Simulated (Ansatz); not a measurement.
# CH6Ge···HF: what the fields show

Input file:

```
crystal:
  periodic: [false, false, false]
  atoms:
    - { symbol: Ge, position_ang: [-0.378351, -0.541351, 0.736623] }
    - { symbol: F, position_ang: [2.046256, -0.669571, -1.148256] }
    - { symbol: H, position_ang: [-0.523098, -1.899527, 0.03102] }
    - { symbol: H, position_ang: [-1.343332, -0.500034, 1.938886] }
    - { symbol: C, position_ang: [-0.700597, 0.946875, -0.47827] }
    - { symbol: H, position_ang: [2.14244, -0.583014, -0.247382] }
    - { symbol: H, position_ang: [1.031583, -0.447037, 1.311732] }
    - { symbol: H, position_ang: [-0.652574, 1.903594, 0.06107] }
    - { symbol: H, position_ang: [-1.691908, 0.856935, -0.94436] }
    - { symbol: H, position_ang: [0.069581, 0.933231, -1.260964] }
magnetization:
  spin_polarized: true
basis:
  gaussian: { orbitals: def2-SVP }
hamiltonian:
  xc: pbe0
relax:
  f_tol: 0.03
  max_steps: 50
output:
  orbitals: {}
```

Launched as:

```sh
ansatz run input.yaml --threads 4 --pin off --max-ram 5120MiB --backend cpu --events-out ev --progress --plain --runs-dir out
```

The fields are those of the relaxed geometry.

Theory: Ansatz, UKS PBE0/def2-SVP.

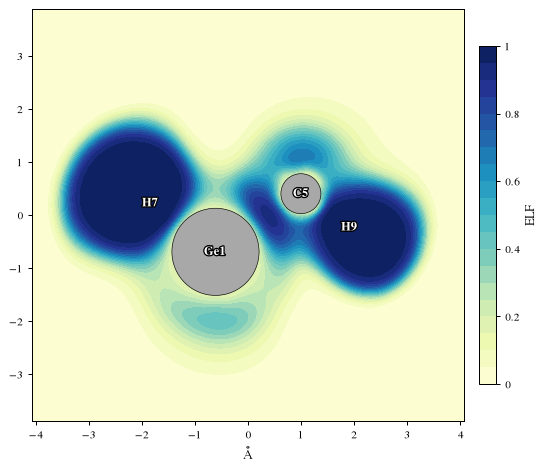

Figure 1. Electron localisation function on the plane of atoms Ge1, C5 and H9. Grey discs cover the atomic cores.

Read the bonding off the picture.

- The plane passes through Ge, C and H nuclei.
- C–Ge (1.95 Å): the ELF peaks at about 0.90 in the valence shell of C, 0.7 Å from its nucleus, and is about 0.70 at the midpoint.
- C–H (1.10 Å): the ELF climbs to about 1 towards the hydrogen, as it does in any bond to H: an ordinary covalent bond to hydrogen.
- Ge–H (1.56 Å): the ELF climbs to about 1 towards the hydrogen.

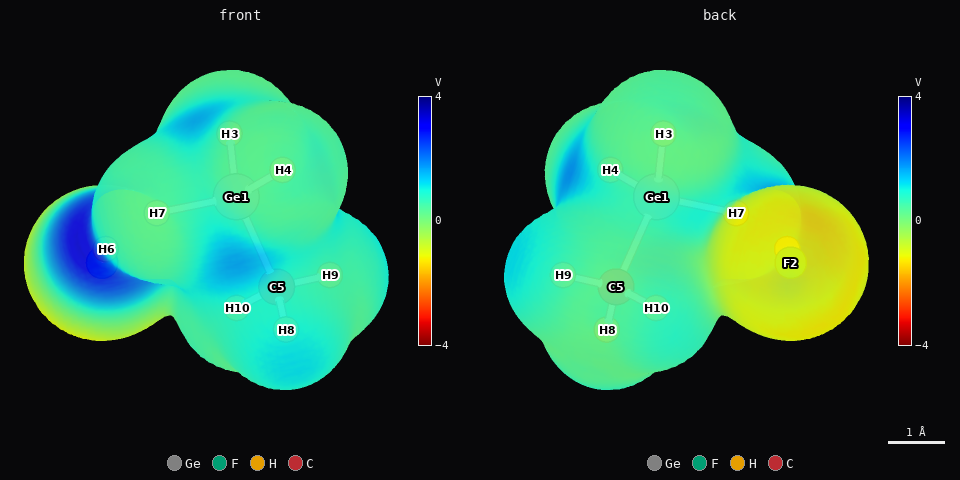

Figure 2. The molecular electrostatic potential painted on the density surface at 0.004 e/bohr³, seen from the front and from behind; the colour scale runs from red (negative) to blue (positive).

Which sites attract a positive test charge, and which a negative one?

A positive charge is drawn to the negative regions and a negative charge to the positive ones. The most negative region (about −1.3 V, or −30 kcal/mol for a unit charge) lies over F2, the most positive (about +3.0 V, or +69 kcal/mol for a unit charge) over H6.

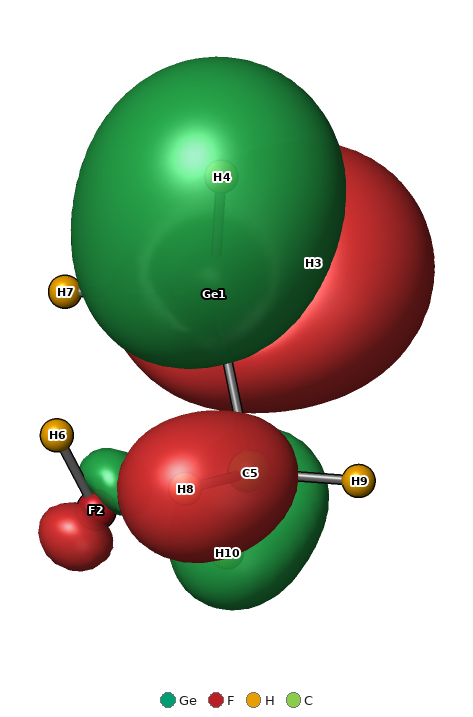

Figure 3. The HOMO−1 at ±0.08 Å⁻³ᐟ² (green and red are the two phases), seen at an oblique angle.

What is the character of this orbital?

Its weight (Hirshfeld) is mainly on Ge1 (about 40 %), H3 (about 25 %) and H4 (about 25 %). Its energy is −9.43 eV.
